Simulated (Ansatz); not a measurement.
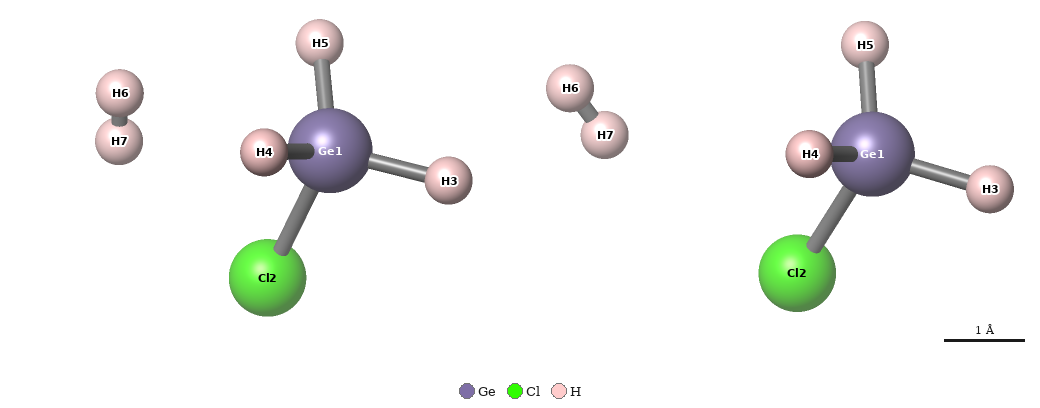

Two geometries of GeH5Cl, drawn at one scale. One is the start of a relaxation, the other its converged end. The picture is a ball-and-stick view, seen at a tilt.

Level of theory: RKS revPBE-D4/def2-SVP in Ansatz 0.2.0. Settings: no spin polarisation; force threshold 0.03 eV/Å; at most 50 steps.

**Which of the two is the end point?**

The right one is the relaxed one. The run prepares an end point of a later path (reaction) calculation, from a guessed geometry. After 13 geometry steps the energy has fallen by 14.7 kJ/mol. Largest force component: 1.6 eV/Å at the start, 0.023 eV/Å at the end. The forces were under the threshold at step 8, but the run went on from there. The atom that moves furthest after the best rigid fit is H6 (0.91 Å). By element the largest moves are H 0.91 Å, Ge 0.29 Å, Cl 0.16 Å. Some distances before and after: H6–H7 0.721 → 0.767 Å, Ge1–Cl2 2.212 → 2.192 Å. The run took 27 s on 1 thread of Intel(R) Xeon(R) Platinum 8259CL CPU @ 2.50GHz (Skylake/Cascade Lake), with other jobs on the host, peak memory 0.15 GiB.

Limits of the set-up: the start holds two separate molecules, 2.6 Å apart at their closest, whose relative position is a soft coordinate.
